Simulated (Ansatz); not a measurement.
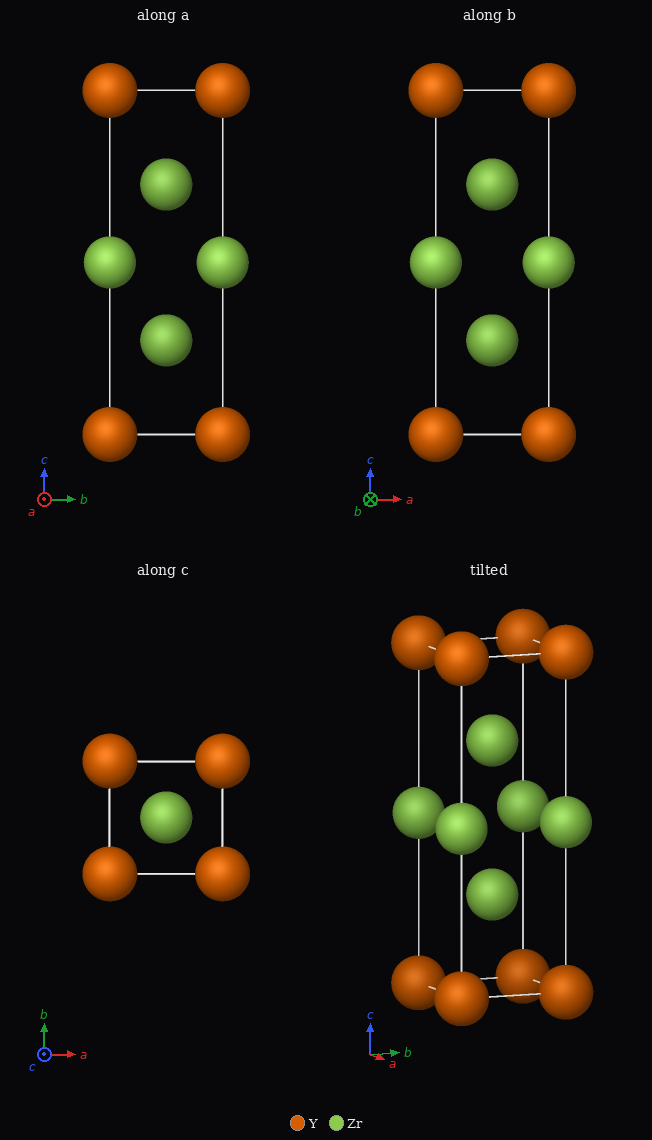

This spheres-only model is shown along the a axis, along the b axis, along the c axis and slightly off an axis. The lines enclose the conventional unit cell; boundary atoms appear with their images.

Lattice parameters: a = 3.2125 Å, b = 3.2125 Å, c = 9.7987 Å, α = 90.000°, β = 90.000°, γ = 90.000°.

Question: Give the structure in the form of a CIF in P1 with every atom of the cell, with free fractional coordinates to two decimals.

Answer:
```cif
data_structure
_symmetry_space_group_name_H-M 'P 1'
_symmetry_Int_Tables_number 1
_cell_length_a 3.2125
_cell_length_b 3.2125
_cell_length_c 9.7987
_cell_angle_alpha 90.000
_cell_angle_beta 90.000
_cell_angle_gamma 90.000
_cell_volume 101.12
loop_
_atom_site_label
_atom_site_type_symbol
_atom_site_fract_x
_atom_site_fract_y
_atom_site_fract_z
_atom_site_occupancy
Y1 Y 0.00 0.00 0.00 1
Zr1 Zr 0.50 0.50 0.73 1
Zr2 Zr 0.00 0.00 0.50 1
Zr3 Zr 0.50 0.50 0.27 1
```

Origin of the cell: a structure type filled with these elements by a generator (whether the compound takes this form wasn't checked). Earlier steps of the study, as a rule a relaxation of our own, may have changed the cell and positions, so they can lie some per cent off the listed ones. Ansatz was used for an electronic-structure calculation on it.
